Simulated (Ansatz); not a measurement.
# Molecular dynamics of CH₄FSi (part 1 of 4)

- system: CH₄FSi, multiplicity 2, SMILES [CH2][SiH2]F
- method: UKS B3LYP/STO-3G (Ansatz 0.2.0)

It belongs to a series of runs on one base structure; here: dynamics from the start.

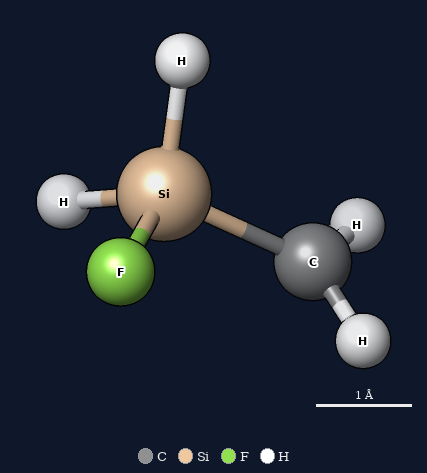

**Figure 1.** The starting structure (ball-and-stick view, seen at a tilt). Bond lengths as drawn: C–H 1.10 Å, C–Si 1.85 Å, F–Si 1.65 Å and H–Si 1.45 Å.

**Key numbers**

- outcome: finished
- mean temperature over the second half: 232 K
- trajectory: 266 steps, 266 fs
- ensemble: nve
- temperature in the input: 400.0 K
- time step: 1.0 fs
- potential energy (last step): −11551.2570 eV
- mean-field energy (last step): −11551.2570 eV
- ⟨S²⟩ (last step): 0.755
- largest force (length of the vector) (last step): 1.564 eV/Å
- hardware: 1 thread of Arm Neoverse V1, 24 GiB of memory available, shared host
- wall time: 5.6 min
- peak memory: 0.09 GiB

**Remarks**

So short a trajectory is not equilibrated.

**Input**
```yaml
crystal:
  periodic: [false, false, false]
  atoms:
    - { symbol: C, position_ang: [-0.870791, 0.286959, -0.616038] }
    - { symbol: Si, position_ang: [0.600723, -0.174743, 0.401888] }
    - { symbol: F, position_ang: [0.680792, -1.810383, 0.572483] }
    - { symbol: H, position_ang: [-1.554363, -0.451933, -1.047453] }
    - { symbol: H, position_ang: [-1.125204, 1.32923, -0.836461] }
    - { symbol: H, position_ang: [0.513147, 0.446707, 1.713111] }
    - { symbol: H, position_ang: [1.816896, 0.306162, -0.23323] }
magnetization:
  spin_polarized: true
  initial_magnetization: 1
basis:
  gaussian: { orbitals: STO-3G }
hamiltonian:
  xc: b3lyp
md:
  timestep: 1.0
  n_steps: 266
  ensemble: nve
  temperature: 400.0
  initial_velocities: maxwell_boltzmann
  seed: 345164
  masses: [{ species: H, mass: 3.016 }]
```

Launch command:
```bash
ansatz run input.yaml --threads 1 --pin off --max-ram 2048MiB --backend cpu --events-out ev --progress --plain --runs-dir out
```

**Log**
```
Engine: ansatz 0.2.0, aarch64-unknown-linux-gnu
Functional definition: B3LYP
  parameter a0 = 0.2
  parameter ax = 0.72
  parameter ac = 0.81
  exchange = (1 - a0 - ax)*slater_x + ax*b88_x + a0*exact_x
  correlation = (1 - ac)*vwn_rpa_c + ac*lyp_c
312 factors; integrals over basis functions are off by at most 8.0e-6 eV
mean field evaluation 1: about -11549.8203 eV, gradient 1.4e1 eV
mean field evaluation 2: about -11550.0327 eV, gradient 1.4e1 eV
mean field evaluation 4: about -11551.3716 eV, gradient 3.9e-1 eV
mean field evaluation 8: about -11551.3442 eV, gradient 3.0e-3 eV
mean field -11551.34422974 eV, -424.5040706607 hartree, gradient 1.5e-5 eV, S^2 0.754601; 0 other end points of the search recorded, 0 dependent functions left out
the calculation of the forces begins
reference -11551.34437856 eV, -424.5040761297 hartree; 17, 16 occupied and 6, 7 virtual orbitals, 312 factors
md step     0: t =     0.00 fs  T =   400.0 K  F+E_penalty+E_count = -11551.34422974 eV  E_kin = 0.258520 eV  conserved = -11551.08570974 eV  (22 SCF iters)
these checks for a lower state are left out or cut short: starts, cluster_reference, orbital_swaps, neighbouring_geometries, increment
312 factors; integrals over basis functions are off by at most 7.9e-6 eV
mean field evaluation 16: about -11551.3277 eV, gradient 5.6e-2 eV
mean field -11551.32775872 eV, -424.5034653618 hartree, gradient 4.8e-5 eV, S^2 0.754644; 0 other end points of the search recorded, 0 dependent functions left out
the calculation of the forces begins
reference -11551.32790742 eV, -424.5034708263 hartree; 17, 16 occupied and 6, 7 virtual orbitals, 312 factors
md step     1: t =     1.00 fs  T =   375.7 K  F+E_penalty+E_count = -11551.32775872 eV  E_kin = 0.242789 eV  conserved = -11551.08496976 eV  (24 SCF iters)
[... from here on the SCF iterations and repeated set-up lines of each step are left out, up to the last step ...]
md step     2: t =     2.00 fs  T =   317.6 K  F+E_penalty+E_count = -11551.28877281 eV  E_kin = 0.205257 eV  conserved = -11551.08351565 eV  (24 SCF iters)
md step     3: t =     3.00 fs  T =   258.4 K  F+E_penalty+E_count = -11551.24930085 eV  E_kin = 0.167027 eV  conserved = -11551.08227337 eV  (24 SCF iters)
md step     4: t =     4.00 fs  T =   226.5 K  F+E_penalty+E_count = -11551.22837033 eV  E_kin = 0.146406 eV  conserved = -11551.08196429 eV  (21 SCF iters)
md step     5: t =     5.00 fs  T =   229.3 K  F+E_penalty+E_count = -11551.23087547 eV  E_kin = 0.148217 eV  conserved = -11551.08265850 eV  (22 SCF iters)
md step     6: t =     6.00 fs  T =   251.4 K  F+E_penalty+E_count = -11551.24629183 eV  E_kin = 0.162469 eV  conserved = -11551.08382274 eV  (23 SCF iters)
md step     7: t =     7.00 fs  T =   266.0 K  F+E_penalty+E_count = -11551.25667150 eV  E_kin = 0.171906 eV  conserved = -11551.08476518 eV  (23 SCF iters)
md step     8: t =     8.00 fs  T =   251.5 K  F+E_penalty+E_count = -11551.24751721 eV  E_kin = 0.162549 eV  conserved = -11551.08496864 eV  (24 SCF iters)
md step     9: t =     9.00 fs  T =   204.1 K  F+E_penalty+E_count = -11551.21612068 eV  E_kin = 0.131898 eV  conserved = -11551.08422276 eV  (24 SCF iters)
md step    10: t =    10.00 fs  T =   142.0 K  F+E_penalty+E_count = -11551.17460091 eV  E_kin = 0.091772 eV  conserved = -11551.08282899 eV  (24 SCF iters)
md step    11: t =    11.00 fs  T =    97.3 K  F+E_penalty+E_count = -11551.14459832 eV  E_kin = 0.062892 eV  conserved = -11551.08170678 eV  (21 SCF iters)
md step    12: t =    12.00 fs  T =    94.8 K  F+E_penalty+E_count = -11551.14306088 eV  E_kin = 0.061252 eV  conserved = -11551.08180847 eV  (21 SCF iters)
md step    13: t =    13.00 fs  T =   131.8 K  F+E_penalty+E_count = -11551.16833511 eV  E_kin = 0.085208 eV  conserved = -11551.08312697 eV  (21 SCF iters)
md step    14: t =    14.00 fs  T =   179.2 K  F+E_penalty+E_count = -11551.20045311 eV  E_kin = 0.115835 eV  conserved = -11551.08461796 eV  (23 SCF iters)
md step    15: t =    15.00 fs  T =   203.3 K  F+E_penalty+E_count = -11551.21656860 eV  E_kin = 0.131373 eV  conserved = -11551.08519526 eV  (24 SCF iters)
md step    16: t =    16.00 fs  T =   190.2 K  F+E_penalty+E_count = -11551.20747019 eV  E_kin = 0.122930 eV  conserved = -11551.08453987 eV  (24 SCF iters)
md step    17: t =    17.00 fs  T =   154.2 K  F+E_penalty+E_count = -11551.18280383 eV  E_kin = 0.099634 eV  conserved = -11551.08316946 eV  (24 SCF iters)
md step    18: t =    18.00 fs  T =   125.7 K  F+E_penalty+E_count = -11551.16328352 eV  E_kin = 0.081235 eV  conserved = -11551.08204869 eV  (21 SCF iters)
md step    19: t =    19.00 fs  T =   130.0 K  F+E_penalty+E_count = -11551.16596760 eV  E_kin = 0.084037 eV  conserved = -11551.08193039 eV  (24 SCF iters)
md step    20: t =    20.00 fs  T =   170.2 K  F+E_penalty+E_count = -11551.19279924 eV  E_kin = 0.109991 eV  conserved = -11551.08280873 eV  (21 SCF iters)
md step    21: t =    21.00 fs  T =   226.5 K  F+E_penalty+E_count = -11551.23044302 eV  E_kin = 0.146407 eV  conserved = -11551.08403566 eV  (24 SCF iters)
md step    22: t =    22.00 fs  T =   270.8 K  F+E_penalty+E_count = -11551.25992281 eV  E_kin = 0.175024 eV  conserved = -11551.08489886 eV  (24 SCF iters)
md step    23: t =    23.00 fs  T =   282.9 K  F+E_penalty+E_count = -11551.26779920 eV  E_kin = 0.182820 eV  conserved = -11551.08497882 eV  (24 SCF iters)
md step    24: t =    24.00 fs  T =   261.3 K  F+E_penalty+E_count = -11551.25308824 eV  E_kin = 0.168896 eV  conserved = -11551.08419197 eV  (24 SCF iters)
md step    25: t =    25.00 fs  T =   225.2 K  F+E_penalty+E_count = -11551.22844282 eV  E_kin = 0.145561 eV  conserved = -11551.08288212 eV  (24 SCF iters)
md step    26: t =    26.00 fs  T =   204.8 K  F+E_penalty+E_count = -11551.21422985 eV  E_kin = 0.132342 eV  conserved = -11551.08188752 eV  (23 SCF iters)
md step    27: t =    27.00 fs  T =   221.9 K  F+E_penalty+E_count = -11551.22546720 eV  E_kin = 0.143403 eV  conserved = -11551.08206404 eV  (20 SCF iters)
md step    28: t =    28.00 fs  T =   272.1 K  F+E_penalty+E_count = -11551.25929265 eV  E_kin = 0.175872 eV  conserved = -11551.08342082 eV  (24 SCF iters)
md step    29: t =    29.00 fs  T =   325.2 K  F+E_penalty+E_count = -11551.29515781 eV  E_kin = 0.210192 eV  conserved = -11551.08496545 eV  (24 SCF iters)
md step    30: t =    30.00 fs  T =   346.8 K  F+E_penalty+E_count = -11551.30968398 eV  E_kin = 0.224130 eV  conserved = -11551.08555395 eV  (23 SCF iters)
md step    31: t =    31.00 fs  T =   323.6 K  F+E_penalty+E_count = -11551.29394018 eV  E_kin = 0.209167 eV  conserved = -11551.08477291 eV  (24 SCF iters)
md step    32: t =    32.00 fs  T =   273.2 K  F+E_penalty+E_count = -11551.25976112 eV  E_kin = 0.176551 eV  conserved = -11551.08321061 eV  (24 SCF iters)
md step    33: t =    33.00 fs  T =   230.1 K  F+E_penalty+E_count = -11551.23075596 eV  E_kin = 0.148701 eV  conserved = -11551.08205523 eV  (23 SCF iters)
md step    34: t =    34.00 fs  T =   220.2 K  F+E_penalty+E_count = -11551.22444870 eV  E_kin = 0.142314 eV  conserved = -11551.08213462 eV  (24 SCF iters)
md step    35: t =    35.00 fs  T =   242.4 K  F+E_penalty+E_count = -11551.23986913 eV  E_kin = 0.156649 eV  conserved = -11551.08322004 eV  (24 SCF iters)
md step    36: t =    36.00 fs  T =   272.6 K  F+E_penalty+E_count = -11551.26059426 eV  E_kin = 0.176186 eV  conserved = -11551.08440873 eV  (24 SCF iters)
md step    37: t =    37.00 fs  T =   283.4 K  F+E_penalty+E_count = -11551.26813321 eV  E_kin = 0.183166 eV  conserved = -11551.08496690 eV  (24 SCF iters)
md step    38: t =    38.00 fs  T =   261.4 K  F+E_penalty+E_count = -11551.25358755 eV  E_kin = 0.168947 eV  conserved = -11551.08464060 eV  (24 SCF iters)
md step    39: t =    39.00 fs  T =   214.3 K  F+E_penalty+E_count = -11551.22208738 eV  E_kin = 0.138515 eV  conserved = -11551.08357245 eV  (24 SCF iters)
md step    40: t =    40.00 fs  T =   167.2 K  F+E_penalty+E_count = -11551.19037073 eV  E_kin = 0.108051 eV  conserved = -11551.08232013 eV  (23 SCF iters)
md step    41: t =    41.00 fs  T =   148.3 K  F+E_penalty+E_count = -11551.17762907 eV  E_kin = 0.095863 eV  conserved = -11551.08176615 eV  (22 SCF iters)
md step    42: t =    42.00 fs  T =   169.5 K  F+E_penalty+E_count = -11551.19204376 eV  E_kin = 0.109564 eV  conserved = -11551.08247975 eV  (22 SCF iters)
md step    43: t =    43.00 fs  T =   214.5 K  F+E_penalty+E_count = -11551.22265191 eV  E_kin = 0.138608 eV  conserved = -11551.08404368 eV  (24 SCF iters)
md step    44: t =    44.00 fs  T =   248.4 K  F+E_penalty+E_count = -11551.24581461 eV  E_kin = 0.160511 eV  conserved = -11551.08530340 eV  (23 SCF iters)
md step    45: t =    45.00 fs  T =   243.3 K  F+E_penalty+E_count = -11551.24255788 eV  E_kin = 0.157250 eV  conserved = -11551.08530771 eV  (24 SCF iters)
md step    46: t =    46.00 fs  T =   199.5 K  F+E_penalty+E_count = -11551.21298132 eV  E_kin = 0.128969 eV  conserved = -11551.08401245 eV  (24 SCF iters)
md step    47: t =    47.00 fs  T =   146.1 K  F+E_penalty+E_count = -11551.17681177 eV  E_kin = 0.094446 eV  conserved = -11551.08236531 eV  (21 SCF iters)
md step    48: t =    48.00 fs  T =   119.6 K  F+E_penalty+E_count = -11551.15895200 eV  E_kin = 0.077314 eV  conserved = -11551.08163781 eV  (21 SCF iters)
md step    49: t =    49.00 fs  T =   136.5 K  F+E_penalty+E_count = -11551.17050912 eV  E_kin = 0.088200 eV  conserved = -11551.08230907 eV  (21 SCF iters)
md step    50: t =    50.00 fs  T =   182.3 K  F+E_penalty+E_count = -11551.20151529 eV  E_kin = 0.117818 eV  conserved = -11551.08369774 eV  (21 SCF iters)
md step    51: t =    51.00 fs  T =   225.7 K  F+E_penalty+E_count = -11551.23064293 eV  E_kin = 0.145868 eV  conserved = -11551.08477541 eV  (24 SCF iters)
md step    52: t =    52.00 fs  T =   241.0 K  F+E_penalty+E_count = -11551.24076709 eV  E_kin = 0.155788 eV  conserved = -11551.08497919 eV  (24 SCF iters)
md step    53: t =    53.00 fs  T =   222.7 K  F+E_penalty+E_count = -11551.22824534 eV  E_kin = 0.143946 eV  conserved = -11551.08429919 eV  (24 SCF iters)
md step    54: t =    54.00 fs  T =   186.3 K  F+E_penalty+E_count = -11551.20349346 eV  E_kin = 0.120392 eV  conserved = -11551.08310194 eV  (24 SCF iters)
md step    55: t =    55.00 fs  T =   159.4 K  F+E_penalty+E_count = -11551.18504482 eV  E_kin = 0.102992 eV  conserved = -11551.08205258 eV  (21 SCF iters)
md step    56: t =    56.00 fs  T =   165.7 K  F+E_penalty+E_count = -11551.18894238 eV  E_kin = 0.107076 eV  conserved = -11551.08186639 eV  (21 SCF iters)
md step    57: t =    57.00 fs  T =   209.0 K  F+E_penalty+E_count = -11551.21787962 eV  E_kin = 0.135108 eV  conserved = -11551.08277136 eV  (22 SCF iters)
md step    58: t =    58.00 fs  T =   268.9 K  F+E_penalty+E_count = -11551.25799176 eV  E_kin = 0.173769 eV  conserved = -11551.08422238 eV  (24 SCF iters)
md step    59: t =    59.00 fs  T =   312.5 K  F+E_penalty+E_count = -11551.28722542 eV  E_kin = 0.201957 eV  conserved = -11551.08526886 eV  (24 SCF iters)
md step    60: t =    60.00 fs  T =   316.8 K  F+E_penalty+E_count = -11551.28990401 eV  E_kin = 0.204719 eV  conserved = -11551.08518489 eV  (24 SCF iters)
md step    61: t =    61.00 fs  T =   284.5 K  F+E_penalty+E_count = -11551.26782140 eV  E_kin = 0.183881 eV  conserved = -11551.08394051 eV  (23 SCF iters)
md step    62: t =    62.00 fs  T =   244.4 K  F+E_penalty+E_count = -11551.24030899 eV  E_kin = 0.157925 eV  conserved = -11551.08238362 eV  (24 SCF iters)
md step    63: t =    63.00 fs  T =   230.9 K  F+E_penalty+E_count = -11551.23101326 eV  E_kin = 0.149255 eV  conserved = -11551.08175835 eV  (22 SCF iters)
md step    64: t =    64.00 fs  T =   258.1 K  F+E_penalty+E_count = -11551.24939444 eV  E_kin = 0.166824 eV  conserved = -11551.08257033 eV  (22 SCF iters)
md step    65: t =    65.00 fs  T =   308.2 K  F+E_penalty+E_count = -11551.28329399 eV  E_kin = 0.199211 eV  conserved = -11551.08408267 eV  (23 SCF iters)
md step    66: t =    66.00 fs  T =   347.2 K  F+E_penalty+E_count = -11551.30954628 eV  E_kin = 0.224391 eV  conserved = -11551.08515512 eV  (23 SCF iters)
md step    67: t =    67.00 fs  T =   349.5 K  F+E_penalty+E_count = -11551.31111298 eV  E_kin = 0.225912 eV  conserved = -11551.08520105 eV  (23 SCF iters)
md step    68: t =    68.00 fs  T =   313.1 K  F+E_penalty+E_count = -11551.28667634 eV  E_kin = 0.202362 eV  conserved = -11551.08431431 eV  (23 SCF iters)
md step    69: t =    69.00 fs  T =   257.9 K  F+E_penalty+E_count = -11551.24967592 eV  E_kin = 0.166668 eV  conserved = -11551.08300744 eV  (23 SCF iters)
md step    70: t =    70.00 fs  T =   213.9 K  F+E_penalty+E_count = -11551.22023527 eV  E_kin = 0.138230 eV  conserved = -11551.08200519 eV  (24 SCF iters)
md step    71: t =    71.00 fs  T =   203.9 K  F+E_penalty+E_count = -11551.21371286 eV  E_kin = 0.131776 eV  conserved = -11551.08193685 eV  (24 SCF iters)
md step    72: t =    72.00 fs  T =   229.3 K  F+E_penalty+E_count = -11551.23107715 eV  E_kin = 0.148175 eV  conserved = -11551.08290242 eV  (24 SCF iters)
md step    73: t =    73.00 fs  T =   268.0 K  F+E_penalty+E_count = -11551.25753625 eV  E_kin = 0.173202 eV  conserved = -11551.08433431 eV  (24 SCF iters)
md step    74: t =    74.00 fs  T =   287.7 K  F+E_penalty+E_count = -11551.27131821 eV  E_kin = 0.185972 eV  conserved = -11551.08534625 eV  (24 SCF iters)
md step    75: t =    75.00 fs  T =   266.5 K  F+E_penalty+E_count = -11551.25743319 eV  E_kin = 0.172208 eV  conserved = -11551.08522566 eV  (24 SCF iters)
md step    76: t =    76.00 fs  T =   208.4 K  F+E_penalty+E_count = -11551.21857325 eV  E_kin = 0.134695 eV  conserved = -11551.08387812 eV  (24 SCF iters)
md step    77: t =    77.00 fs  T =   145.1 K  F+E_penalty+E_count = -11551.17594348 eV  E_kin = 0.093797 eV  conserved = -11551.08214610 eV  (24 SCF iters)
md step    78: t =    78.00 fs  T =   115.3 K  F+E_penalty+E_count = -11551.15592750 eV  E_kin = 0.074515 eV  conserved = -11551.08141230 eV  (21 SCF iters)
md step    79: t =    79.00 fs  T =   135.1 K  F+E_penalty+E_count = -11551.16959044 eV  E_kin = 0.087294 eV  conserved = -11551.08229687 eV  (21 SCF iters)
md step    80: t =    80.00 fs  T =   185.3 K  F+E_penalty+E_count = -11551.20370020 eV  E_kin = 0.119733 eV  conserved = -11551.08396767 eV  (21 SCF iters)
md step    81: t =    81.00 fs  T =   228.4 K  F+E_penalty+E_count = -11551.23271335 eV  E_kin = 0.147622 eV  conserved = -11551.08509123 eV  (23 SCF iters)
md step    82: t =    82.00 fs  T =   237.8 K  F+E_penalty+E_count = -11551.23872331 eV  E_kin = 0.153715 eV  conserved = -11551.08500861 eV  (24 SCF iters)
md step    83: t =    83.00 fs  T =   213.9 K  F+E_penalty+E_count = -11551.22216755 eV  E_kin = 0.138239 eV  conserved = -11551.08392859 eV  (24 SCF iters)
md step    84: t =    84.00 fs  T =   180.4 K  F+E_penalty+E_count = -11551.19914815 eV  E_kin = 0.116564 eV  conserved = -11551.08258383 eV  (24 SCF iters)
md step    85: t =    85.00 fs  T =   167.5 K  F+E_penalty+E_count = -11551.19010865 eV  E_kin = 0.108285 eV  conserved = -11551.08182343 eV  (22 SCF iters)
md step    86: t =    86.00 fs  T =   192.7 K  F+E_penalty+E_count = -11551.20666398 eV  E_kin = 0.124538 eV  conserved = -11551.08212617 eV  (22 SCF iters)
md step    87: t =    87.00 fs  T =   249.0 K  F+E_penalty+E_count = -11551.24422752 eV  E_kin = 0.160947 eV  conserved = -11551.08328077 eV  (23 SCF iters)
md step    88: t =    88.00 fs  T =   310.3 K  F+E_penalty+E_count = -11551.28511968 eV  E_kin = 0.200542 eV  conserved = -11551.08457723 eV  (23 SCF iters)
md step    89: t =    89.00 fs  T =   346.8 K  F+E_penalty+E_count = -11551.30943864 eV  E_kin = 0.224163 eV  conserved = -11551.08527597 eV  (24 SCF iters)
md step    90: t =    90.00 fs  T =   343.1 K  F+E_penalty+E_count = -11551.30667949 eV  E_kin = 0.221740 eV  conserved = -11551.08493917 eV  (23 SCF iters)
```
